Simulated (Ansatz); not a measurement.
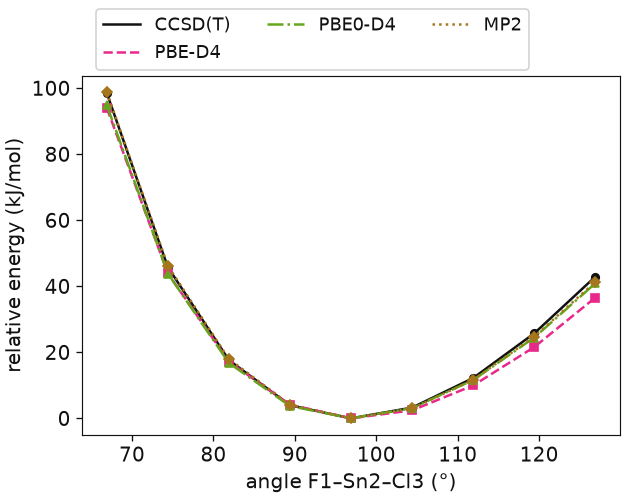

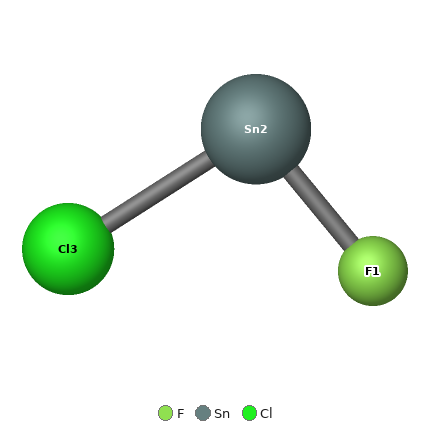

Rigid scan of the bend F1–Sn2–Cl3 in SnClF, SMILES [F][Sn][Cl], singlet. The Ansatz code 0.2.0, def2-TZVPP, cores frozen in correlated methods. A bend is scanned from the minimum (PBE0-D4/def2-TZVP); energies less that of the minimum at the same level; the first-named atom and what hangs on it turn in the plane. On heavy atoms the filled d shell below the valence is correlated. Straight lines join the computed points.

> How far can the coupled-cluster curve be trusted along the scan?

The calculation's T1 diagnostic reaches at most 0.016 (at 67°), under the customary mark of 0.02, so it gives no sign of multireference character.

> Give the values at the computed points.

In kJ/mol:
```tsv
angle F1–Sn2–Cl3 (°)	CCSD(T)	PBE-D4	PBE0-D4	MP2
67	98.5	94.0	94.9	98.9
74	45.8	43.9	43.9	46.2
82	17.6	17.2	16.8	18.0
89	4.0	4.1	3.7	4.1
97	0.0	0.0	0.0	0.0
104	3.3	2.4	3.1	3.0
112	12.2	10.0	11.6	11.7
119	25.8	21.6	24.5	24.8
127	42.9	36.6	40.9	41.3
```

Known limits of this run: spin-orbit coupling is left out, and with Sn it can shift these energies; core potentials past krypton.
